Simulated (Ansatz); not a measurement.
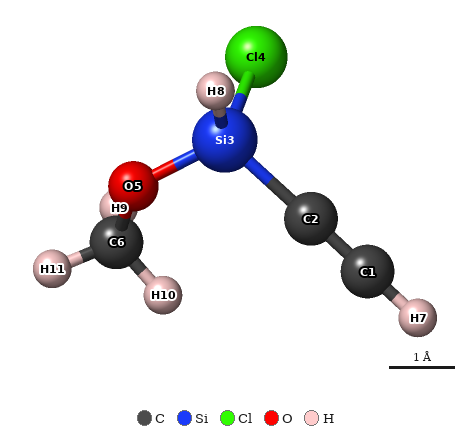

The structure (ball-and-stick view, seen at a tilt; atoms are numbered from 1 in the order of the input). Bond lengths as drawn: Cl–Si 2.05 Å, C–C 1.21 Å, C–H 1.07 to 1.09 Å, C–O 1.41 Å, C–Si 1.82 Å, H–Si 1.47 Å and O–Si 1.62 Å.

# Two runs on C3H5ClOSi

System: C3H5ClOSi, SMILES C#C[SiH](Cl)OC.
Method of the first run: RKS PBE-QIDH (frozen core)/def2-TZVPP (Ansatz 0.2.0).

The geometry comes from this level: PBE0-D4/def2-TZVP. Text and figures count atoms from 1; the logs count them from 0 in places.

### Input, the first run
```yaml
crystal:
  periodic: [false, false, false]
  atoms:
    - {symbol: C, position_ang: [-0.937285, 0.743006, 2.377566]}
    - {symbol: C, position_ang: [-0.126747, 0.303682, 1.600352]}
    - {symbol: Si, position_ang: [1.107561, -0.328452, 0.422793]}
    - {symbol: Cl, position_ang: [1.001809, -2.376292, 0.490917]}
    - {symbol: O, position_ang: [0.810508, 0.214946, -1.074913]}
    - {symbol: C, position_ang: [-0.413669, 0.065896, -1.766271]}
    - {symbol: H, position_ang: [-1.652603, 1.128152, 3.068273]}
    - {symbol: H, position_ang: [2.470804, 0.092468, 0.777414]}
    - {symbol: H, position_ang: [-0.600121, -0.985091, -2.005366]}
    - {symbol: H, position_ang: [-1.250662, 0.451332, -1.175588]}
    - {symbol: H, position_ang: [-0.344296, 0.633354, -2.694576]}
basis:
  gaussian: {orbitals: def2-TZVPP}
hamiltonian: {xc: {name: PBE-QIDH}}
```

Hardware: 4 CPU threads, shared host.

### Output (the first run)
```
Functional definition: PBE-QIDH
  parameter a = 3^(-1/3)
  parameter c = 1/3
  exchange = (1 - a)*pbe_x + a*exact_x
  correlation = (1 - c)*pbe_c + c*(mp2_os + mp2_ss)
1658 factors; integrals over basis functions are off by at most 9.9e-4 eV
mean field evaluation 1: about -25609.5340 eV, gradient 4.5e1 eV
mean field evaluation 2: about -25609.8594 eV, gradient 4.5e1 eV
mean field evaluation 4: about -25614.0326 eV, gradient 5.7e0 eV
mean field evaluation 8: about -25614.1020 eV, gradient 3.6e-1 eV
mean field evaluation 16: about -25614.1022 eV, gradient 5.9e-4 eV
mean field -25614.10221656 eV, -941.3008945967 hartree, gradient 4.1e-6 eV, S^2 0.000000; 0 other end points of the search recorded, 0 dependent functions left out
14 core orbitals not correlated: weight in the atoms' cores, before any rotation towards them, 1.000 or more for the frozen orbitals, at most 0.000 for the correlated occupied ones
reference -25614.10223072 eV, -941.3008951167 hartree; 17, 17 occupied and 247, 247 virtual orbitals, 1658 factors
second order -31.11714450 eV of doubles, -0.00000000 eV of singles
Total energy: -25624.47461222 eV, -941.6820731062 hartree
```

For the second run the input was changed thus:
```diff
-hamiltonian: {xc: {name: PBE-QIDH}}
+hamiltonian: {xc: {name: B2PLYP}}
```

Predict how the results change.

The total energies belong to different methods, so their difference says nothing on which is more stable or more accurate. The functional changes from PBE-QIDH to B2PLYP.

### Output (the second run)
```
Functional definition: B2PLYP
  parameter a = 0.53
  parameter c = 0.27
  exchange = (1 - a)*b88_x + a*exact_x
  correlation = (1 - c)*lyp_c + c*(mp2_os + mp2_ss)
1658 factors; integrals over basis functions are off by at most 9.9e-4 eV
mean field evaluation 1: about -25617.5649 eV, gradient 5.3e1 eV
mean field evaluation 2: about -25617.8235 eV, gradient 5.3e1 eV
mean field evaluation 4: about -25623.3726 eV, gradient 8.1e0 eV
mean field evaluation 8: about -25623.4925 eV, gradient 4.7e-1 eV
mean field evaluation 16: about -25623.4929 eV, gradient 1.4e-4 eV
mean field -25623.49293150 eV, -941.6459970053 hartree, gradient 3.2e-6 eV, S^2 0.000000; 0 other end points of the search recorded, 0 dependent functions left out
14 core orbitals not correlated: weight in the atoms' cores, before any rotation towards them, 1.000 or more for the frozen orbitals, at most 0.000 for the correlated occupied ones
reference -25623.49312755 eV, -941.6460042102 hartree; 17, 17 occupied and 247, 247 virtual orbitals, 1658 factors
second order -33.60709865 eV of doubles, -0.00000000 eV of singles
Total energy: -25632.56704419 eV, -941.9794644960 hartree
```

### The two runs side by side

| quantity | the first run | the second run |
| --- | --- | --- |
| outcome | converged | converged |
| total energy (hartree) | −941.682073 | −941.979464 |
| basis functions | 278 | 278 |
| wall time (shared host) | 5.5 s | 6 s |
